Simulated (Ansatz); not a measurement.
Band structure of MgCd2 (C2/m, 6 atoms in the cell).

```
CELL_PARAMETERS angstrom
      5.84365    -1.54269     0.00000
      5.84365     1.54269     0.00000
     -2.17098     0.00000     7.03542
ATOMIC_POSITIONS crystal
  Mg 0.47363 0.47363 0.19795
  Mg 0.52637 0.52637 0.80205
  Cd 0.19157 0.19157 0.13775
  Cd 0.80843 0.80843 0.86225
  Cd 0.86199 0.86199 0.46981
  Cd 0.13801 0.13801 0.53019
```

Method of the run: LDA (PW92), PAW files made with PBE (plane waves; Ansatz, a first-principles code).

Settings: kpoints.mp_grid.grid = 5 5 3; hamiltonian.xc = lda; hamiltonian.pseudopotentials = {kind: paw} (the program's default PAW files); scf.occupations.method = fermi_dirac; scf.occupations.width = 0.1 eV; kpoints.band_path.npoints = 8.

The starting cell comes from a database of computed structures (which also holds hypothetical and non-ambient phases and stackings), without a prior relaxation at this level.

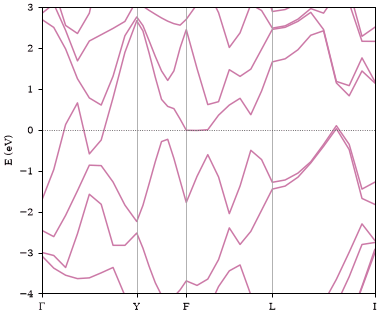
*Bands along the path, energies from the Fermi level.*

Levels in eV from the Fermi level, bands 47 to 54:
| point | 47 | 48 | 49 | 50 | 51 | 52 | 53 | 54 |
|---|---|---|---|---|---|---|---|---|
| Γ | -5.06 | -3.08 | -3.00 | -2.46 | -1.72 | 2.69 | 2.84 | 4.31 |
| Y | -5.06 | -4.87 | -2.52 | -2.24 | 2.66 | 2.75 | 3.16 | 3.39 |
| F | -4.30 | -4.00 | -3.69 | -1.78 | -0.01 | 2.44 | 2.70 | 3.18 |
| L | -5.78 | -5.33 | -1.45 | -1.28 | 1.66 | 2.45 | 2.48 | 2.89 |
| I | -2.75 | -2.70 | -1.82 | -1.28 | 1.14 | 1.18 | 2.16 | 2.50 |

Bands cross the Fermi level along this path, so the cell is metallic at this level.

Keys are those of Ansatz 0.2.
